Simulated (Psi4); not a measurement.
# SnHSCl (SMILES [SH][Sn][Cl]): HF/STO-3G

Aim: the energy change on altering one bond length of SnHSCl at HF/STO-3G, from 2 runs. 

The results are computed with Psi4 1.11.

1 further run of the same task is left out (it didn't finish).

### Step 1. Starting point

SnHSCl: 4 atoms, total charge 0, spin state singlet. As SMILES, `[SH][Sn][Cl]`. The coordinates come from a PBE0-D4/def2-TZVP relaxation.

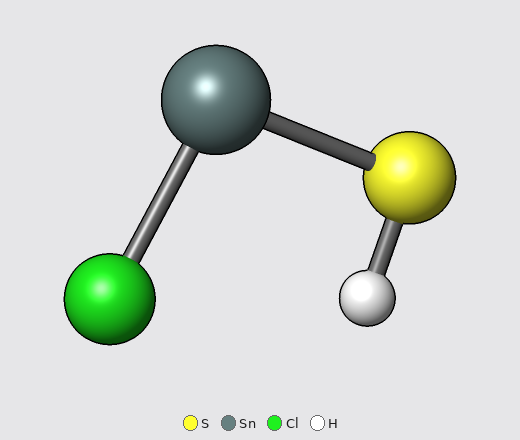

The structure, seen from a chosen angle (sulfur yellow, tin teal, chlorine green, hydrogen white).

### Step 2. Energy and forces at HF/STO-3G

File input.json:

```json
{
  "schema_name": "qcschema_input",
  "schema_version": 1,
  "molecule": {
    "schema_name": "qcschema_molecule",
    "schema_version": 2,
    "symbols": ["S", "Sn", "Cl", "H"],
    "geometry": [0.35092214, 2.81285734, -0.77422079, -2.63749075, -0.66461668, -0.64590839, 0.16780768, -3.68553286, 1.14857554, 2.22364073, 1.42353069, 0.2331922],
    "molecular_charge": 0,
    "molecular_multiplicity": 1,
    "fix_symmetry": "c1",
    "fix_com": true,
    "fix_orientation": true
  },
  "driver": "gradient",
  "model": {
    "method": "hf",
    "basis": "STO-3G"
  },
  "keywords": {
    "puream": true,
    "e_convergence": 1e-09,
    "d_convergence": 1e-08,
    "scf_type": "pk"
  }
}
```

On the command line:

```console
$ psi4 --qcschema input.json -n 1 --memory 1600MB
```

stdout:

```text
[...]
  Running in c1 symmetry.
[...]
  Nuclear repulsion =  422.245878783182150
[...]
  Multiplicity = 1
[...]
  Nalpha       = 42
  Nbeta        = 42
[...]
    Number of basis functions: 46
[...]
   @RHF iter   1: -6811.13198926081986   -3.03095e+00   1.48101e-02 DIIS/ADIIS
[...]
   @RHF iter  10: -6811.71605749741957   -4.54747e-12   5.82902e-09 DIIS
[...]
    Orbital Energies [Eh]
    ---------------------
    Doubly Occupied:
       1A   -1029.893810     2A   -153.527684     3A   -145.356940
       4A   -145.356504     5A   -145.356152     6A   -103.575112
       7A    -90.700928     8A    -29.607881     9A    -26.591003
      10A    -26.589491    11A    -26.587779    12A    -18.193151
      13A    -18.193053    14A    -18.191484    15A    -18.189929
      16A    -18.189671    17A    -10.273962    18A     -8.614504
      19A     -7.716784    20A     -7.713094    21A     -7.712725
      22A     -6.246019    23A     -6.244309    24A     -6.241759
      25A     -4.827773    26A     -3.584147    27A     -3.578616
      28A     -3.571483    29A     -0.968492    30A     -0.913980
      31A     -0.902738    32A     -0.896572    33A     -0.893116
      34A     -0.890311    35A     -0.851333    36A     -0.487780
[...]
  @RHF Final Energy: -6811.71605749741957
   => Energetics <=
    Nuclear Repulsion Energy =            422.2458787831821496
    One-Electron Energy =              -10269.4579584618113586
    Two-Electron Energy =                3035.4960221812098098
    Total Energy =                      -6811.7160574974195697
[...]
 Multipole Moments:
 ------------------------------------------------------------------------------------
     Multipole            Electronic (a.u.)      Nuclear  (a.u.)        Total (a.u.)
 ------------------------------------------------------------------------------------
 L = 1.  Multiply by 2.5417464519 to convert [e a0] to [Debye]
 Dipole X            :        120.5240336         -121.1834120           -0.6593784
 Dipole Y            :         50.0806159          -49.4556445            0.6249714
 Dipole Z            :         24.5281902          -24.9239758           -0.3957856
 Magnitude           :                                                    0.9909669
[...]
  -Total Gradient:
     Atom            X                  Y                   Z
    ------   -----------------  -----------------  -----------------
       1        0.009578139203     0.037046059328    -0.008307838467
       2       -0.018401016906    -0.014793562736    -0.001224343445
       3        0.004913446701    -0.011718602065     0.005100147278
       4        0.003909430716    -0.010533894936     0.004432034507
[...]
```

The result, in JSON:

```text
{
 "driver": "gradient",
 "model": {
  "method": "hf",
  "basis": "STO-3G"
 },
 "success": true,
 "return_result": [0.009578139203114774, 0.037046059327841885, -0.008307838466980369, -0.018401016906460288, -0.014793562736291496, -0.0012243434447765517, 0.004913446701316465, -0.01171860206529314, 0.005100147278260969, 0.003909430715743456, -0.010533894935828264, 0.00443203450715883],
 "properties": {
  "calcinfo_nbasis": 46,
  "calcinfo_nmo": 46,
  "calcinfo_nalpha": 42,
  "calcinfo_nbeta": 42,
  "calcinfo_natom": 4,
  "nuclear_repulsion_energy": 422.24587878318215,
  "return_energy": -6811.71605749742,
  "return_gradient": [0.009578139203114774, 0.037046059327841885, -0.008307838466980369, -0.018401016906460288, -0.014793562736291496, -0.0012243434447765517, 0.004913446701316465, -0.01171860206529314, 0.005100147278260969, 0.003909430715743456, -0.010533894935828264, 0.00443203450715883],
  "scf_one_electron_energy": -10269.457958461811,
  "scf_two_electron_energy": 3035.49602218121,
  "scf_dipole_moment": [-0.6593784055253309, 0.6249713797569925, -0.39578556720977076],
  "scf_total_energy": -6811.71605749742,
  "scf_total_gradient": [0.009578139203114774, 0.037046059327841885, -0.008307838466980369, -0.018401016906460288, -0.014793562736291496, -0.0012243434447765517, 0.004913446701316465, -0.01171860206529314, 0.005100147278260969, 0.003909430715743456, -0.010533894935828264, 0.00443203450715883],
  "scf_iterations": 10
 }
}
```

Wall time 3.9 s (1 thread of AMD EPYC 7R43 (Zen 3), shared host); peak memory 0.19 GiB.

### Step 3. The distorted shape: the energy at HF/STO-3G

File job.py:

```python
import psi4

psi4.set_memory('1600 MB')
psi4.set_num_threads(1)
psi4.set_output_file('run.log', False)

m = psi4.geometry("""
0 1
S
Sn 1 2.7914
Cl 2 2.379286 1 96.54851
H 1 1.344171 2 93.12835 3 -0.01256
units angstrom
symmetry c1
""")

psi4.set_options({
    'basis': 'STO-3G',
    'puream': True,
    'e_convergence': 1e-09,
    'd_convergence': 1e-08,
    'scf_type': 'pk',
})

e_tot, wfn = psi4.energy('hf', return_wfn=True)
psi4.oeprop(wfn, 'MAYER_INDICES', 'WIBERG_LOWDIN_INDICES', 'QUADRUPOLE')
print('E =', round(e_tot, 9))
for k, v in sorted(psi4.core.scalar_variables().items()):
    print(f'{k:45s} {v:18.10f}')
```

On the command line:

```console
$ python job.py
```

run.log:

```text
[...]
  Running in c1 symmetry.
[...]
  Nuclear repulsion =  395.302005532130067
[...]
  Multiplicity = 1
[...]
  Nalpha       = 42
  Nbeta        = 42
[...]
    Number of basis functions: 46
[...]
   @RHF iter   1: -6810.75264052250350   -2.86023e+00   1.69429e-02 DIIS/ADIIS
[...]
   @RHF iter  11: -6811.67232984821385   -1.00044e-11   7.22842e-09 DIIS
[...]
    Orbital Energies [Eh]
    ---------------------
    Doubly Occupied:
       1A   -1029.902309     2A   -153.536144     3A   -145.365393
       4A   -145.364949     5A   -145.364667     6A   -103.585021
       7A    -90.655852     8A    -29.616446     9A    -26.599754
      10A    -26.598034    11A    -26.596492    12A    -18.201879
      13A    -18.201676    14A    -18.200338    15A    -18.198637
      16A    -18.198476    17A    -10.283214    18A     -8.572583
      19A     -7.726037    20A     -7.722367    21A     -7.721945
      22A     -6.204073    23A     -6.202462    24A     -6.199736
      25A     -4.836311    26A     -3.593673    27A     -3.586672
      28A     -3.580025    29A     -0.974891    30A     -0.911600
      31A     -0.909601    32A     -0.905833    33A     -0.899563
      34A     -0.890980    35A     -0.823742    36A     -0.474939
[...]
  @RHF Final Energy: -6811.67232984821385
   => Energetics <=
    Nuclear Repulsion Energy =            395.3020055321300674
    One-Electron Energy =              -10215.6931321094016312
    Two-Electron Energy =                3008.7187967290574306
    Total Energy =                      -6811.6723298482138489
[...]
 Multipole Moments:
 ------------------------------------------------------------------------------------
     Multipole            Electronic (a.u.)      Nuclear  (a.u.)        Total (a.u.)
 ------------------------------------------------------------------------------------
 L = 1.  Multiply by 2.5417464519 to convert [e a0] to [Debye]
 Dipole X            :         -0.0002513            0.0003054            0.0000541
 Dipole Y            :          8.4788923           -7.4826292            0.9962632
 Dipole Z            :         11.6792881          -11.2596104            0.4196777
 Magnitude           :                                                    1.0810502
 L = 2.  Multiply by 1.3450342976 to convert [e a0^2] to [Debye ang]
 Quadrupole XX       :        -32.1169892            0.0000003          -32.1169889
 Quadrupole XY       :          0.0007435           -0.0009180           -0.0001745
[...]
```

The script printed:

```text
E = -6811.672329848
CURRENT ENERGY                                  -6811.6723298482
CURRENT REFERENCE ENERGY                        -6811.6723298482
DD SOLVATION ENERGY                                 0.0000000000
HF KINETIC ENERGY                                6798.3789513159
HF POTENTIAL ENERGY                            -13610.0512811642
HF TOTAL ENERGY                                 -6811.6723298482
HF VIRIAL RATIO                                     2.0019553747
NUCLEAR REPULSION ENERGY                          395.3020055321
ONE-ELECTRON ENERGY                            -10215.6931321094
PCM POLARIZATION ENERGY                             0.0000000000
PE ENERGY                                           0.0000000000
SCF ITERATION ENERGY                            -6811.6723298482
SCF ITERATIONS                                     11.0000000000
SCF TOTAL ENERGY                                -6811.6723298482
TWO-ELECTRON ENERGY                              3008.7187967291
```

Wall time 2.5 s (1 thread of AMD EPYC 7R43 (Zen 3), shared host); peak memory 0.18 GiB.

### Step 4. Results

At HF/STO-3G:

| quantity | value |
| --- | --- |
| first shape: total energy | -6811.71606 Eh |
| first shape: dipole moment | 2.52 D |
| first shape: HOMO energy | -6.01 eV |
| first shape: LUMO energy | 3.59 eV |
| first shape: HOMO–LUMO gap | 9.60 eV |
| first shape: largest force on an atom | 2.013 eV/Å |
| distorted shape: total energy | -6811.67233 Eh |
| distorted shape: dipole moment | 2.75 D |
| distorted shape: HOMO energy | -5.68 eV |
| distorted shape: LUMO energy | 3.19 eV |
| distorted shape: HOMO–LUMO gap | 8.87 eV |
| energy change with the S1–Sn2 bond stretched from 2.427 to 2.791 Å | 1.190 eV |

What this shows: With the S1–Sn2 bond stretched from 2.427 to 2.791 Å the energy rises by 1.19 eV (115 kJ/mol). The first shape isn't relaxed at this level, so the change isn't measured from a minimum. The minimal basis adds a large error of its own. The largest force (first shape) is 2.01 eV/Å: the shape isn't a stationary point for this species at this level. Relativity is left out (first shape) although the molecule holds a heavy atom. Relativity is left out (distorted shape) although the molecule holds a heavy atom.
